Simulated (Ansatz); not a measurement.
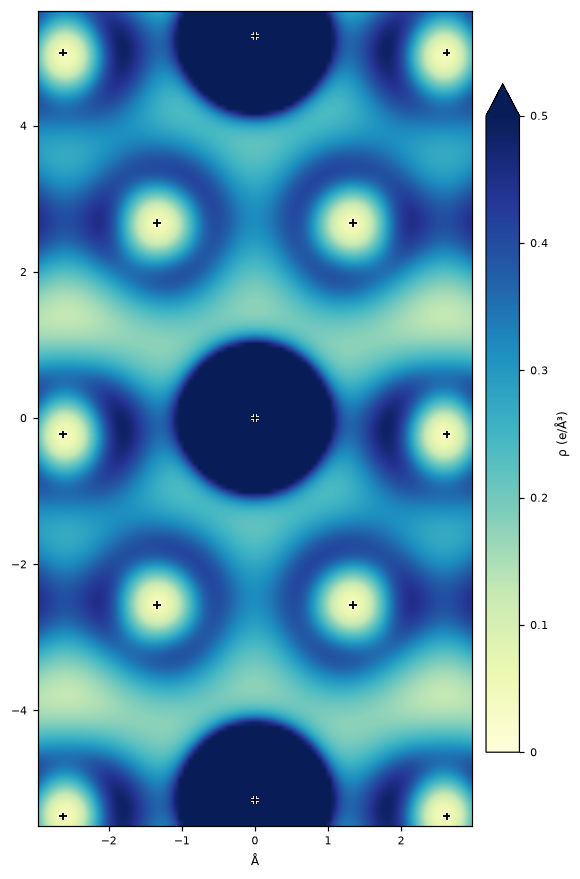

The valence electron density on a plane through atoms (crosses mark nuclei in the plane).

The calculation used DFT PBE, scalar-relativistic, plane waves, PAW (Ansatz).

Candidates:
A. WF₃, a = 4.61 Å, b = 7.99 Å, c = 6.29 Å, α = 90.00°, β = 104.24°, γ = 90.00°. Space group C2/m; a generated structure, not necessarily the stable one.
B. MnAl₂B₃, a = 2.96 Å, b = 2.96 Å, c = 15.72 Å, α = 90.00°, β = 90.00°, γ = 120.00°. Space group P-3m1; a generated structure, not necessarily the stable one; changed on purpose from its base cell (volume × 0.97, shape and atoms relaxed); computed pressure about 4 GPa in this cell; spin-polarised.
C. ZrSi₇, a = 5.24 Å, b = 9.02 Å, c = 5.23 Å, α = 90.00°, β = 90.00°, γ = 90.00°. Space group Amm2; a generated structure, not necessarily the stable one; changed on purpose from its base cell (the structure that the rattled cell fell into).

Q: Which system is this?

A: Candidate C: ZrSi₇ on the (010) plane of the conventional cell, which holds Zr and Si. Zr–Si (2.63 Å): ρ is about 0.37 e/Å³ halfway. Si–Si (2.68 Å): ρ is about 0.32 e/Å³ halfway.
